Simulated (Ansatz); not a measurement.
# BrH3HfO3: the cost of one run

The runs use Ansatz 0.2.0, Gaussian basis; functionals in def2-TZVPP, the program's frozen cores in correlated methods.

The runs, in order: PBE-D4, r2SCAN-D4, PBE0-D4, B3LYP-D4, ωB97X-V, ωB97M-V, B2PLYP; CCSD(T)/def2-TZVPP; MP2/def2-QZVPP; extrapolation to the limit.

### 1 The geometry

The geometry comes from an earlier relaxation with PBE0-D4 in a triple-zeta def2 set; it is a stationary point, not always the lowest conformer. Hf takes the def2 core potential; no spin-orbit term is included.

SMILES `[OH][Hf]([OH])([OH])[Br]`, 8 atoms, charge 0, spin multiplicity 1.

Atoms are counted from 1 here; the program's logs count them from 0.

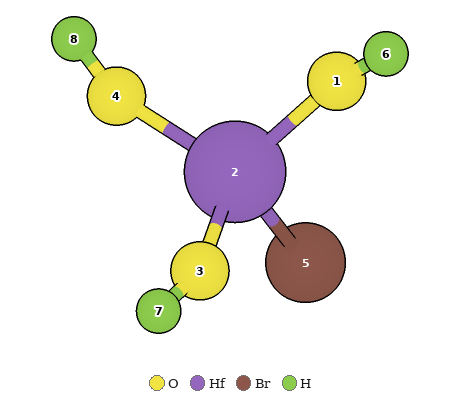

The geometry (oxygen yellow, hafnium purple, bromine brown, hydrogen green); atoms are numbered from 1 in the order of the file.

### 2 PBE-D4 (GGA)

Input file in.yaml:

```yaml
crystal:
  periodic: [false, false, false]
  atoms:
    - {symbol: O, position_ang: [-1.729840, 0.020865, -0.617365]}
    - {symbol: Hf, position_ang: [-0.021998, 0.206328, 0.227361]}
    - {symbol: O, position_ang: [0.527180, -1.475646, 0.958119]}
    - {symbol: O, position_ang: [1.270650, 0.813771, -1.047284]}
    - {symbol: Br, position_ang: [-0.202697, 1.908157, 2.103213]}
    - {symbol: H, position_ang: [-2.547416, -0.381514, -0.891599]}
    - {symbol: H, position_ang: [1.078534, -2.230616, 1.135819]}
    - {symbol: H, position_ang: [1.625578, 1.138645, -1.868274]}
basis:
  gaussian: {orbitals: def2-TZVPP}
hamiltonian: {xc: pbe, dispersion: d4}
output: {forces: true, orbitals: {seedname: orbitals}}
```

On the command line:

```console
$ ansatz run in.yaml --threads 2 --pin off --events-out ev --progress --plain --max-ram 22528MiB --backend cpu
```

Q: Estimate wall time and peak memory on 2 threads of AMD EPYC 7R13, shared host.

About 5 s, with a peak of 0.36 GiB.
